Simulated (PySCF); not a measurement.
# C₂H₇NOSSi: geometry, electronic excitations

Wanted: the electronic excitations of C₂H₇NOSSi (`CS[SiH2]NC=O`), by calculation.

Programs: PySCF 2.14.0, with density-fitted response routines of our own. Each step states its level of theory. These are calculated values for one molecule in the gas phase, unless marked as measured. Atoms are numbered from 0 throughout.

## (1) The starting structure

13 atoms, charge 0, multiplicity 1; geometry from: GFN2-xTB.

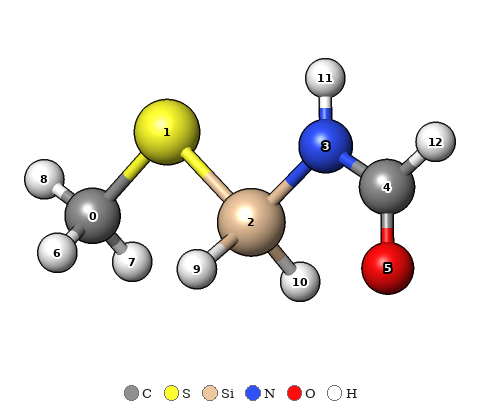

As it starts; carbon grey, sulfur yellow, silicon light orange, nitrogen blue, oxygen red, hydrogen white, atoms numbered.

## (2) Optimising the geometry at PBE0-D3(BJ)/def2-SVP

Job settings and geometry (Å):

```
{"job": {"xc": "PBE0", "basis": "def2-SVP", "d3": "d3bj", "grid": 1, "kind": "geom"}, "charge": 0, "multiplicity": 1}
C     -2.710151     0.089616     0.468557
S     -1.127997     0.532908     1.241885
Si     0.179470    -0.139213    -0.312398
N      1.740616     0.258037     0.362485
C      2.757003    -0.073770    -0.443242
O      2.557177    -0.590622    -1.515118
H     -2.739222    -0.980126     0.292136
H     -2.820843     0.629764    -0.465470
H     -3.495461     0.375124     1.159806
H      0.043247    -1.580361    -0.476873
H     -0.065473     0.634614    -1.521995
H      1.911733     0.689438     1.256105
H      3.765513     0.155077    -0.063608
```

Output:

```text
step   0  E = -897.27758518  max force = 0.014696
step   1  E = -897.28072551  max force = 0.002232
step   2  E = -897.28080827  max force = 0.000912
step   3  E = -897.28079065  max force = 0.002752
step   4  E = -897.28081999  max force = 0.000751
step   5  E = -897.28082151  max force = 0.000226
optimisation converged
```

Wall time 36 s (1 thread, shared host).

Along the way:

```csv
step,energy from step 0 (eV),largest force component (eV/Å)
0,0.0000,0.7557
1,-0.0855,0.1148
2,-0.0877,0.0469
3,-0.0872,0.1415
4,-0.0880,0.0386
5,-0.0881,0.0116
```

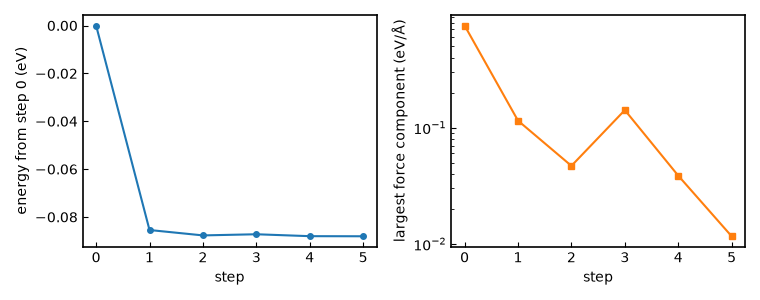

Energy and largest force along the relaxation.

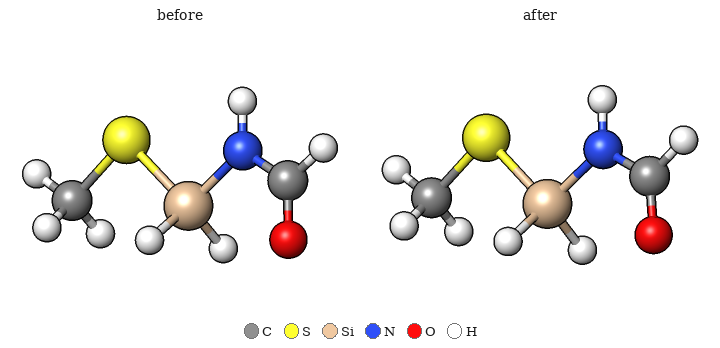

The geometry before (left) and after (right).

Distances of close pairs at the start and the end, largest changes first:

```csv
bond,before (Å),after (Å),change (Å)
Si2–H10,1.457,1.489,+0.033
Si2–H9,1.457,1.489,+0.032
Si2–N3,1.747,1.772,+0.026
N3–C4,1.339,1.359,+0.021
C0–H6,1.085,1.099,+0.015
C0–H7,1.085,1.099,+0.015
C4–H12,1.102,1.116,+0.014
C0–H8,1.084,1.098,+0.013
```

The end geometry stands in the next job.

```csv
at the end point,value
point group (found at 0.08 Å tolerance),Cs
"rotational constants (GHz, main isotopes)","8.014, 1.025, 0.924"
dipole moment (D),2.53
```

## (3) Ultraviolet spectrum: PBE0/aug-cc-pVDZ

Job settings and geometry (Å):

```
{"job": {"kind": "uv", "xc": "PBE0", "basis": "aug-cc-pVDZ"}, "charge": 0, "multiplicity": 1}
C     -2.346814    -0.197033     0.571337
S     -0.747901     0.225132     1.336441
Si     0.554801    -0.467321    -0.214806
N      2.156410    -0.089040     0.443276
C      3.237030    -0.416804    -0.313685
O      3.132099    -0.948982    -1.396439
H     -2.433645    -1.278228     0.392174
H     -2.499455     0.351775    -0.368900
H     -3.125565     0.104004     1.284289
H      0.392276    -1.931384    -0.433573
H      0.307014     0.266482    -1.486938
H      2.310585     0.353789     1.342790
H      4.222911    -0.159500     0.140633
```

With the program's defaults for keys left out, this is: TDDFT PBE0/aug-cc-pVDZ, vertical, gas phase, core orbitals frozen in the response.

Output:

```text
coarse grid: 11912 points
cycle   1  E = -897.5276078420  dE =  6.911e-01  |g| = 7.800e-01  |ddm| = 7.425e+00
cycle   2  E = -897.0087207016  dE =  5.189e-01  |g| = 1.755e+00  |ddm| = 3.037e+00
cycle   3  E = -897.6497009829  dE = -6.410e-01  |g| = 1.957e-01  |ddm| = 2.089e+00
cycle   4  E = -897.6566720793  dE = -6.971e-03  |g| = 9.643e-02  |ddm| = 4.184e-01
cycle   5  E = -897.6586295595  dE = -1.957e-03  |g| = 1.702e-02  |ddm| = 1.544e-01
cycle   6  E = -897.6586990240  dE = -6.946e-05  |g| = 5.346e-03  |ddm| = 4.346e-02
cycle   7  E = -897.6587068750  dE = -7.851e-06  |g| = 1.273e-03  |ddm| = 1.114e-02
final grid: 105896 points
cycle   8  E = -897.6725321441  dE = -5.240e-07  |g| = 1.255e-02  |ddm| = 1.020e-01
cycle   9  E = -897.6724507844  dE =  8.136e-05  |g| = 2.367e-02  |ddm| = 4.660e-02
cycle  10  E = -897.6725644011  dE = -1.136e-04  |g| = 2.779e-03  |ddm| = 2.919e-02
cycle  11  E = -897.6725662080  dE = -1.807e-06  |g| = 1.856e-04  |ddm| = 4.153e-03
cycle  12  E = -897.6725662184  dE = -1.036e-08  |g| = 7.307e-05  |ddm| = 5.005e-04
cycle  13  E = -897.6725662199  dE = -1.531e-09  |g| = 2.717e-05  |ddm| = 1.783e-04
cycle  14  E = -897.6725662201  dE = -1.667e-10  |g| = 8.314e-06  |ddm| = 5.572e-05
converged SCF energy = -897.6725662201

Static polarisability (au): isotropic 85.980, principal 64.674 82.123 111.141

Singlet excitations
state   eV       nm        f      main configurations
  1   5.2773    234.9   0.00024   H->L 0.90
  2   5.5820    222.1   0.00094   H-1->L+2 0.97
  3   5.9077    209.9   0.01335   H->L+1 0.83, H->L+4 0.14
  4   6.1359    202.1   0.01165   H->L+2 0.98
  5   6.3013    196.8   0.01737   H->L+3 0.87
  6   6.4528    192.1   0.00473   H->L+4 0.65, H->L+1 0.15
  7   6.5179    190.2   0.00415   H-1->L 0.70, H-2->L+2 0.17
  8   6.5816    188.4   0.00220   H-2->L 0.83, H-2->L+1 0.10
  9   6.6784    185.6   0.00081   H->L+6 0.42, H->L+7 0.41
 10   6.8538    180.9   0.02178   H->L+5 0.97

Triplet excitations (Tamm-Dancoff, eV): 4.9530 5.0508 5.3462 5.7319
```

Wall time 29 s (1 thread, shared host).

Frontier orbitals and where they lie:

```csv
orbital,eV,atoms
HOMO−3,-8.87,"S1 60 %, Si2 14 %, C0 11 %"
HOMO−2,-8.19,"N3 44 %, O5 27 %, C4 9 %"
HOMO−1,-7.92,"O5 65 %, C4 18 %, H12 6 %"
HOMO,-7.09,"S1 73 %, C0 10 %, Si2 9 %"
LUMO,-0.46,"Si2 20 %, S1 20 %, H8 11 %"
LUMO+1,-0.16,"H11 23 %, H12 14 %, H8 10 %"
LUMO+2,-0.08,"C4 43 %, O5 24 %, N3 14 %"
```

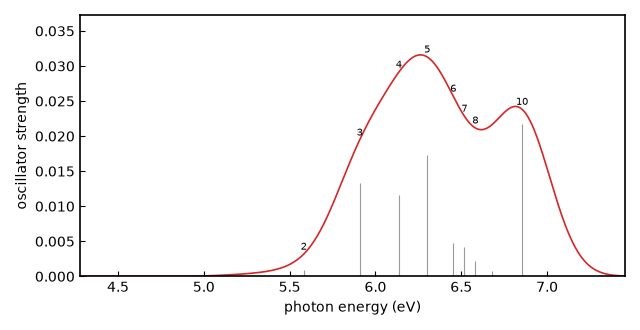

Absorption spectrum from the 10 singlet states computed; above the last one it falls off for lack of states. Lines are broadened to a width of 0.40 eV (Gaussian).

Further results of this job:

```csv
property,computed
dipole moment (D),2.61
polarisability (Å³),12.74
HOMO–LUMO gap (eV),6.62
−ε(HOMO) (eV),7.09
```

## (4) Excited states and response: PBE0/6-31+G*

Settings changed since step 3:

```diff
@@ -1,2 +1,2 @@
-{"job": {"kind": "uv", "xc": "PBE0", "basis": "aug-cc-pVDZ"}, "charge": 0, "multiplicity": 1}
+{"job": {"kind": "uv", "xc": "PBE0", "basis": "6-31+G*"}, "charge": 0, "multiplicity": 1}
 C     -2.346814    -0.197033     0.571337
```

Method: TDDFT PBE0/6-31+G*, vertical, gas phase, core orbitals frozen in the response.

Output:

```text
coarse grid: 11912 points
cycle   1  E = -897.5485771728  dE =  6.734e-01  |g| = 7.690e-01  |ddm| = 3.525e+00
cycle   2  E = -897.0497285312  dE =  4.988e-01  |g| = 1.723e+00  |ddm| = 3.724e+00
cycle   3  E = -897.6700232622  dE = -6.203e-01  |g| = 1.889e-01  |ddm| = 3.014e+00
cycle   4  E = -897.6767431914  dE = -6.720e-03  |g| = 9.144e-02  |ddm| = 2.720e-01
cycle   5  E = -897.6785107753  dE = -1.768e-03  |g| = 1.640e-02  |ddm| = 8.301e-02
cycle   6  E = -897.6785796289  dE = -6.885e-05  |g| = 4.686e-03  |ddm| = 2.757e-02
cycle   7  E = -897.6785856732  dE = -6.044e-06  |g| = 1.057e-03  |ddm| = 9.002e-03
final grid: 105896 points
cycle   8  E = -897.6072180849  dE =  2.562e-06  |g| = 1.258e-02  |ddm| = 3.492e-02
cycle   9  E = -897.6071364455  dE =  8.164e-05  |g| = 2.370e-02  |ddm| = 3.213e-02
cycle  10  E = -897.6072511803  dE = -1.147e-04  |g| = 2.799e-03  |ddm| = 2.313e-02
cycle  11  E = -897.6072530665  dE = -1.886e-06  |g| = 1.364e-04  |ddm| = 3.351e-03
cycle  12  E = -897.6072530712  dE = -4.736e-09  |g| = 6.766e-05  |ddm| = 3.623e-04
cycle  13  E = -897.6072530725  dE = -1.253e-09  |g| = 1.947e-05  |ddm| = 1.200e-04
cycle  14  E = -897.6072530726  dE = -9.868e-11  |g| = 4.922e-06  |ddm| = 3.738e-05
converged SCF energy = -897.6072530726

Static polarisability (au): isotropic 77.016, principal 58.022 74.418 98.608

Singlet excitations
state   eV       nm        f      main configurations
  1   5.2885    234.4   0.00066   H->L 0.94
  2   5.6861    218.0   0.00081   H-1->L+1 0.97
  3   6.0842    203.8   0.01600   H->L+2 0.86, H->L+4 0.12
  4   6.2664    197.9   0.01178   H->L+1 0.97
  5   6.4636    191.8   0.01286   H->L+3 0.92
  6   6.6070    187.7   0.01385   H-1->L 0.78, H-2->L+1 0.15
  7   6.6429    186.6   0.00206   H-2->L 0.90
  8   6.6581    186.2   0.00037   H->L+4 0.58, H->L+5 0.26
  9   6.7843    182.8   0.00237   H->L+5 0.60, H->L+4 0.19, H->L+7 0.12
 10   7.1904    172.4   0.07504   H-1->L+2 0.85

Triplet excitations (Tamm-Dancoff, eV): 4.9550 5.1597 5.4335 5.8146
```

It took 15 s on 1 thread, shared host.

This run: HOMO -7.10 eV, LUMO -0.42 eV; lowest singlet 5.29 eV.

## (5) Run by run: electronic excitations

Excitations and ground-state properties, with basis size and wall time:

```csv
run,lowest singlet (eV),brightest (eV),f,gap (eV),α (Å³),μ (D),functions,time
PBE0/aug-cc-pVDZ,5.28,6.85,0.022,6.62,12.74,2.61,209,29 s
PBE0/6-31+G*,5.29,7.19,0.075,6.68,11.41,2.55,130,15 s
```

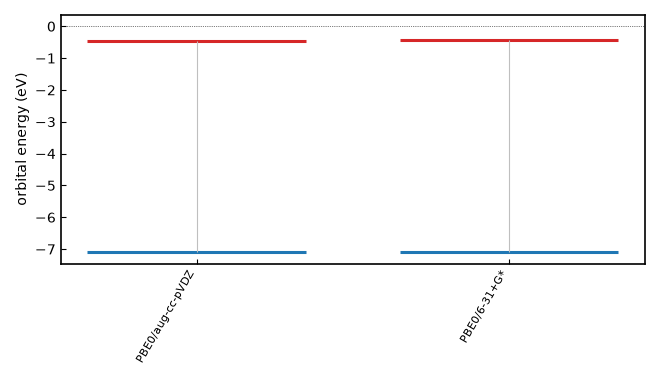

HOMO (blue) and LUMO (red) run by run.

## (6) Results

```
                                quantity                         value
                             point group                            Cs
    rotational constants (main isotopes)          8.01, 1.02, 0.92 GHz
       lowest singlet (PBE0/aug-cc-pVDZ)   5.28 eV (235 nm), f = 0.000
brightest single state of those computed  state 10, 6.85 eV, f = 0.022
                          lowest triplet                       4.95 eV
             range of the lowest singlet               5.28 to 5.29 eV
```

In words: Over 5 steps the energy fell by 0.088 eV; of the close pairs, Si2–H10 changed most, 1.457 to 1.489 Å. The lowest singlet, at 5.28 eV, is HOMO→LUMO 0.90 and is dark; of the 10 states computed, the strongest absorption comes from state 10 at 6.85 eV (the last computed, so partners may be missing). The lowest triplet lies 0.32 eV below the lowest singlet (triplets in Tamm-Dancoff, singlets in full TDDFT). The lowest singlet runs from 5.28 eV (PBE0/aug-cc-pVDZ) to 5.29 eV (PBE0/6-31+G*), while the orbital gap spans 6.62 to 6.68 eV. The lowest state need not be the same one in every run.
